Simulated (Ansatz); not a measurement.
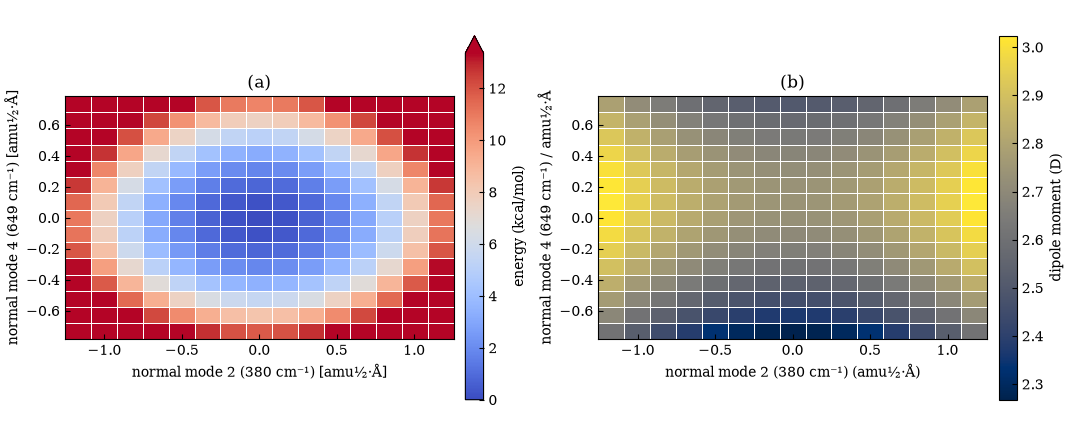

CH2FNSi, SMILES FC1=N[SiH2]1. Coordinates scanned: (1) normal mode 2 (380 cm⁻¹); (2) normal mode 4 (649 cm⁻¹). Nothing is relaxed (straight displacements along the two mass-weighted modes). The grid has 15 × 15 points; 120 points were computed and 105 follow by symmetry. Energies are in kcal/mol, from the lowest grid point. Computed with RKS PBE0-D4/def2-TZVP in Ansatz 0.2.0.

Panel (a) is the energy; panel (b) is the computed dipole moment, in D.

Drawn: one coloured cell a grid point, one colour for all values above the top of the scale.

How does the dipole moment vary over the map, and what is it at the lowest grid point?

Answer. Leaving out the highest fifth of the energies, it runs from 2.27 D at normal mode 2 (380 cm⁻¹) = 0.000 amu½·Å, normal mode 4 (649 cm⁻¹) = −0.734 amu½·Å to 3.02 D at normal mode 2 (380 cm⁻¹) = −1.171 amu½·Å, normal mode 4 (649 cm⁻¹) = 0.105 amu½·Å. At the lowest grid point, normal mode 2 (380 cm⁻¹) = 0.000 amu½·Å, normal mode 4 (649 cm⁻¹) = 0.000 amu½·Å, it is 2.73 D.

```
normal mode 4 (649 cm⁻¹) ↓, normal mode 2 (380 cm⁻¹) →  −1.171  −1.004  −0.837  −0.669  −0.502  −0.335  −0.167  0.000  0.167  0.335  0.502  0.669  0.837  1.004  1.171
                                                 0.734    2.79    2.71    2.65    2.60    2.56    2.53    2.51   2.50   2.51   2.53   2.56   2.60   2.65   2.71   2.79
                                                 0.629    2.86    2.79    2.72    2.67    2.63    2.60    2.58   2.58   2.58   2.60   2.63   2.67   2.72   2.79   2.86
                                                 0.524    2.92    2.85    2.78    2.73    2.69    2.66    2.64   2.64   2.64   2.66   2.69   2.73   2.78   2.85   2.92
                                                 0.419    2.97    2.89    2.83    2.78    2.74    2.71    2.69   2.68   2.69   2.71   2.74   2.78   2.83   2.89   2.97
                                                 0.314    3.00    2.93    2.86    2.81    2.77    2.74    2.72   2.72   2.72   2.74   2.77   2.81   2.86   2.93   3.00
                                                 0.210    3.02    2.95    2.88    2.83    2.79    2.76    2.74   2.74   2.74   2.76   2.79   2.83   2.88   2.95   3.02
                                                 0.105    3.02    2.95    2.89    2.84    2.79    2.76    2.75   2.74   2.75   2.76   2.79   2.84   2.89   2.95   3.02
                                                 0.000    3.01    2.94    2.88    2.82    2.78    2.75    2.73   2.73   2.73   2.75   2.78   2.82   2.88   2.94   3.01
                                                −0.105    2.99    2.91    2.85    2.80    2.75    2.72    2.71   2.70   2.71   2.72   2.75   2.80   2.85   2.91   2.99
                                                −0.210    2.95    2.87    2.81    2.76    2.71    2.68    2.66   2.66   2.66   2.68   2.71   2.76   2.81   2.87   2.95
                                                −0.314    2.90    2.82    2.76    2.70    2.66    2.63    2.61   2.60   2.61   2.63   2.66   2.70   2.76   2.82   2.90
                                                −0.419    2.84    2.76    2.69    2.64    2.59    2.56    2.54   2.53   2.54   2.56   2.59   2.64   2.69   2.76   2.84
                                                −0.524    2.77    2.69    2.62    2.56    2.52    2.48    2.46   2.45   2.46   2.48   2.52   2.56   2.62   2.69   2.77
                                                −0.629    2.69    2.61    2.54    2.48    2.43    2.39    2.37   2.37   2.37   2.39   2.43   2.48   2.54   2.61   2.69
                                                −0.734    2.61    2.52    2.45    2.38    2.33    2.30    2.27   2.27   2.27   2.30   2.33   2.38   2.45   2.52   2.61
```
